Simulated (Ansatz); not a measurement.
## InPd: pressure series

The parent structure is InPd in the CsCl type structure (space group Pm-3m, No. 221; a = 3.3052 Å).

Cell and atoms are relaxed at each pressure.

The values are results of Kohn–Sham DFT with the PBE functional, run in Ansatz (an electronic-structure program) with PAW and 420 eV plane waves, spin-orbit coupling left out, not measurements.

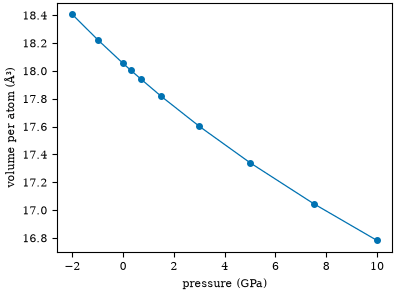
*Volume per atom against pressure*

```tsv
pressure (GPa)	volume per atom
-2	18.41 Å³
-1	18.22 Å³
0.3	18.01 Å³
0.7	17.94 Å³
1.5	17.82 Å³
3	17.60 Å³
5	17.34 Å³
7.5	17.05 Å³
10	16.78 Å³
```

Load acts through the strain it causes; cell and atoms are relaxed under it. Stability against distortions was not tested. Competing high-pressure phases were not computed. The final runs are not spin-polarised.
